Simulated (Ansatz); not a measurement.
Starting cell, CdSe (zinc blende):

```yaml
crystal:
  lattice:
    - [0.00000, 3.09814, 3.09814]
    - [3.09814, 0.00000, 3.09814]
    - [3.09814, 3.09814, 0.00000]
  atoms:
    - { symbol: Se, position: [0.75000, 0.75000, 0.75000] }
    - { symbol: Cd, position: [0.00000, 0.00000, 0.00000] }
```

In this cell atom 2 (Cd, nearest neighbour Se at 2.683 Å; its periodic images, 4.4 Å or more away, move with it) is moved by s towards the nearest neighbour, unit vector (-0.577, -0.577, -0.577); all other atoms and the cell stay fixed.

Level of theory: PBE (plane waves to 420 eV, PAW, scalar-relativistic; Ansatz, a first-principles code). k mesh 8×8×8 (Γ-centred), Fermi-Dirac smearing 0.05 eV. The energy includes the smearing's −TS. CdSe was relaxed with its symmetry unable to fall. ΔE is measured from the undisplaced structure.

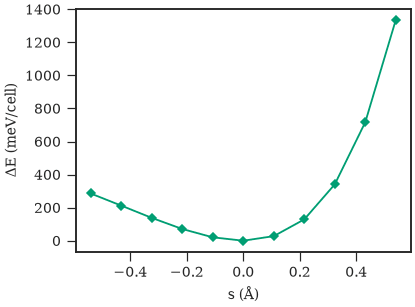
Figure. ΔE (meV/cell) against s (Å); computed points joined by lines.

Question: Is the energy the same for displacements of ±0.540 Å, and if not, which side lies higher?

Answer: Not even: the positive side lies higher at ±0.540 Å.

Question: What is the energy change at s = 0.540 Å?

Answer: About 1300 meV/cell.

(For displaced atoms, the force is minus the slope of the energy, and its curvature is a force constant, which sets phonon frequencies.)
